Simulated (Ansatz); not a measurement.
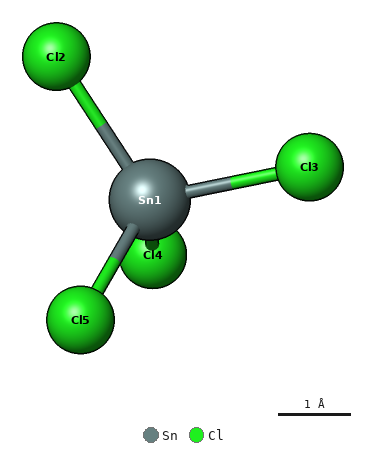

This is the input geometry for a relaxation of SnCl₄. A ball-and-stick model, seen at a tilt.

The run prepares the start of a later molecular dynamics calculation, from a guessed geometry.

Theory: RHF/def2-SVP (Ansatz 0.2.0).

Input
```yaml
crystal:
  periodic: [false, false, false]
  atoms:
    - { symbol: Sn, position_ang: [0.0, 0.0, 0.0] }
    - { symbol: Cl, position_ang: [0.0, 0.0, 2.41] }
    - { symbol: Cl, position_ang: [2.2726, 0.0, -0.8025] }
    - { symbol: Cl, position_ang: [-1.1351, 1.9666, -0.8025] }
    - { symbol: Cl, position_ang: [-1.1351, -1.9666, -0.8025] }
basis:
  gaussian: { orbitals: def2-SVP }
hamiltonian:
  xc: hf
relax:
  f_tol: 0.02
  max_steps: 40
```

Run as
```bash
ansatz run input.yaml --threads 1 --pin off --max-ram 2048MiB --backend cpu --events-out ev --progress --plain --runs-dir out
```

Predict the outcome.

Answer. After 3 geometry steps the energy has fallen by 7.57 kcal/mol. The largest force component goes from 1.6 to 0.0044 eV/Å. The largest moves after the best rigid fit, 0.10 Å, are those of Cl2, Cl3, Cl4 and Cl5. Sn stays in place. Some distances before and after: Sn1–Cl2 2.410 → 2.310 Å. The run took 6.6 s on 1 thread of AMD EPYC 9R45 96-Core Processor (Zen 5) (shared host), peak memory 0.26 GiB.

Step by step:

| step | E − E(0), kcal/mol | largest force component, eV/Å |
| --- | --- | --- |
| 0 | 0.00 | 1.5514 |
| 1 | -2.04 | 1.7044 |
| 2 | -7.55 | 0.0853 |
| 3 | -7.57 | 0.0044 |

Final geometry:

```xyz
5

Sn    0.0005    0.0000    0.0005
Cl    0.0002    0.0000    2.3103
Cl    2.1783    0.0000   -0.7691
Cl   -1.0883    1.8860   -0.7696
Cl   -1.0883   -1.8860   -0.7696
```

After the run, drawn alike:

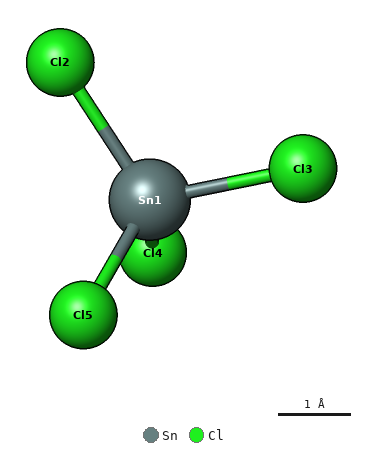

Limits of the set-up: Hartree-Fock leaves out electron correlation.
